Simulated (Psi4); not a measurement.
# SiH4S (sulfanylsilane): FNO-CCSD/6-311+G(d,p) (occ tolerance 3e-05)

Aim: the energy difference between two shapes of SiH4S (sulfanylsilane) at FNO-CCSD/6-311+G** (occ tolerance 3e-05), from 2 runs. 

Program for the calculation: Psi4 1.11.

1 further run of the same task is left out (set aside as unsound or not needed).

**1. Starting point**

The species is SiH4S (6 atoms), meant as a singlet with charge 0. As SMILES, `[SiH3]S`. The shape is that of a PBE0-D4/def2-TZVP optimisation.

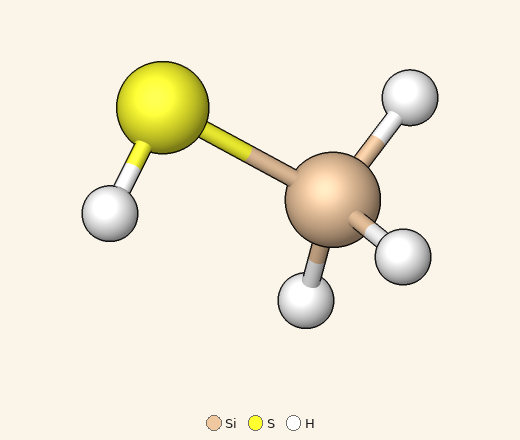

Viewed from a chosen angle; silicon light orange, sulfur yellow, hydrogen white.

**2. The energy at FNO-CCSD/6-311+G(d,p) (occ tolerance 3e-05)**

File input.inp:

```
memory 1.6 GB

molecule {
  0 1
  Si    -0.169800    -0.263400    -0.436000
  S      0.907300    -0.012600     1.392800
  H     -1.629800    -0.074300    -0.241600
  H      0.108600    -1.658300    -0.852500
  H      0.299800     0.681200    -1.481100
  H      0.526100     1.263300     1.572300
}

set globals {
  basis         6-311+G**
  scf_type      direct
  freeze_core   true
  occ_tolerance 3e-05
}

e = energy('fno-ccsd')
```

Run with:

```bash
$ psi4 input.inp input.out -n 1
```

input.out:

```text
[...]
  Running in c1 symmetry.
[...]
  Nuclear repulsion =   89.238634659737230
[...]
  Multiplicity = 1
[...]
  Nalpha       = 17
  Nbeta        = 17
[...]
    Number of basis functions: 84
[...]
   @DF-RHF iter   1:  -688.77888978417877   -4.19759e-01   3.63852e-03 DIIS/ADIIS
[...]
   @RHF iter  15:  -688.82464460075437   -6.02540e-12   7.17521e-09 DIIS
[...]
    Orbital Energies [Eh]
    ---------------------
    Doubly Occupied:
       1A    -91.955032     2A    -68.808966     3A     -8.959273
       4A     -6.641433     5A     -6.640643     6A     -6.638886
       7A     -6.154069     8A     -4.261463     9A     -4.260715
      10A     -4.260437    11A     -0.977386    12A     -0.720962
      13A     -0.561719    14A     -0.507479    15A     -0.491057
      16A     -0.452511    17A     -0.379398
[...]
  @RHF Final Energy:  -688.82464460075437
   => Energetics <=
    Nuclear Repulsion Energy =             89.2386346597372295
    One-Electron Energy =               -1130.7837020625531750
    Two-Electron Energy =                 352.7204228020614778
    Total Energy =                       -688.8246446007544819
[...]
 Multipole Moments:
 ------------------------------------------------------------------------------------
     Multipole            Electronic (a.u.)      Nuclear  (a.u.)        Total (a.u.)
 ------------------------------------------------------------------------------------
 L = 1.  Multiply by 2.5417464519 to convert [e a0] to [Debye]
 Dipole X            :          1.6739669           -2.0300002           -0.3560333
 Dipole Y            :         -0.3152330            0.6412655            0.3260326
 Dipole Z            :          2.4155943           -2.7723104           -0.3567161
 Magnitude           :                                                    0.6002528
[...]
      * MP2 total energy:                   -689.066912909309
[...]
      * MP2 total energy:                   -689.066912909309
[...]
      * MP3 total energy:                   -689.100473869174
[...]
      * CCSD total energy:                  -689.106268073091
[...]
```

It took 6.9 s on 1 thread of INTEL XEON PLATINUM 8581C at 2.10GHz (Emerald Rapids), shared host; peak memory 0.49 GiB.

**3. The distorted shape at the same level**

File input.inp:

```
memory 1600 MB

molecule {
  0 1
  Si
  S 1 2.081719
  H 1 1.385388 2 113.23205
  H 1 1.474619 3 113.98466 2 119.30954
  H 1 1.532796 3 109.16446 4 121.12618
  H 2 1.312109 1 97.14197 3 -60.89999
}

set basis 6-311+G**
set reference rhf
set scf_type direct
set freeze_core true
set occ_tolerance 3e-05

energy("fno-ccsd")
```

Run with:

```bash
$ psi4 -n 1 input.inp input.out
```

input.out:

```text
[...]
  Running in c1 symmetry.
[...]
  Nuclear repulsion =   91.373044411308285
[...]
  Multiplicity = 1
[...]
  Nalpha       = 17
  Nbeta        = 17
[...]
    Number of basis functions: 84
[...]
   @DF-RHF iter   1:  -688.77198503208388   -3.13392e-01   3.66882e-03 ADIIS/DIIS
[...]
   @RHF iter  15:  -688.81788987424954   -7.16227e-12   7.70093e-09 DIIS
[...]
    Orbital Energies [Eh]
    ---------------------
    Doubly Occupied:
       1A    -91.948808     2A    -68.799956     3A     -8.955071
       4A     -6.637430     5A     -6.636501     6A     -6.634677
       7A     -6.147763     8A     -4.255233     9A     -4.254417
      10A     -4.253759    11A     -0.987512    12A     -0.727236
      13A     -0.571696    14A     -0.515646    15A     -0.491658
      16A     -0.451026    17A     -0.378823
[...]
  @RHF Final Energy:  -688.81788987424954
   => Energetics <=
    Nuclear Repulsion Energy =             91.3730444113082854
    One-Electron Energy =               -1135.0874448317349561
    Two-Electron Energy =                 354.8965105461771827
    Total Energy =                       -688.8178898742495448
[...]
 Multipole Moments:
 ------------------------------------------------------------------------------------
     Multipole            Electronic (a.u.)      Nuclear  (a.u.)        Total (a.u.)
 ------------------------------------------------------------------------------------
 L = 1.  Multiply by 2.5417464519 to convert [e a0] to [Debye]
 Dipole X            :         -0.7986371            1.0725744            0.2739373
 Dipole Y            :          0.0091233            0.3081221            0.3172454
 Dipole Z            :          2.6922736           -3.1318314           -0.4395578
 Magnitude           :                                                    0.6073692
[...]
      * MP2 total energy:                   -689.060538532650
[...]
      * MP2 total energy:                   -689.060538532650
[...]
      * MP3 total energy:                   -689.094022588656
[...]
      * CCSD total energy:                  -689.099590689954
[...]
```

Wall time 6.9 s (1 thread of INTEL XEON PLATINUM 8581C at 2.10GHz (Emerald Rapids), shared host); peak memory 0.49 GiB.

**4. What came out**

At FNO-CCSD/6-311+G** (occ tolerance 3e-05), 10 core orbitals frozen:

```
                                                     quantity          value
                                    first shape: total energy  -689.10627 Eh
             first shape: HOMO energy (Hartree–Fock orbitals)      -10.32 eV
             first shape: LUMO energy (Hartree–Fock orbitals)        4.02 eV
           first shape: HOMO–LUMO gap (Hartree–Fock orbitals)       14.35 eV
    first shape: correlation energy (10 core orbitals frozen)     -281.6 mEh
                                   first shape: T1 diagnostic          0.009
                                distorted shape: total energy  -689.09959 Eh
         distorted shape: HOMO energy (Hartree–Fock orbitals)      -10.31 eV
         distorted shape: LUMO energy (Hartree–Fock orbitals)        4.14 eV
       distorted shape: HOMO–LUMO gap (Hartree–Fock orbitals)       14.45 eV
distorted shape: correlation energy (10 core orbitals frozen)     -281.7 mEh
                               distorted shape: T1 diagnostic          0.009
                       energy change with the atoms displaced       0.182 eV
```

**Reading.** With the atoms displaced the energy rises by 0.18 eV (17.5 kJ/mol). The first shape isn't relaxed at this level, so the change isn't measured from a minimum.
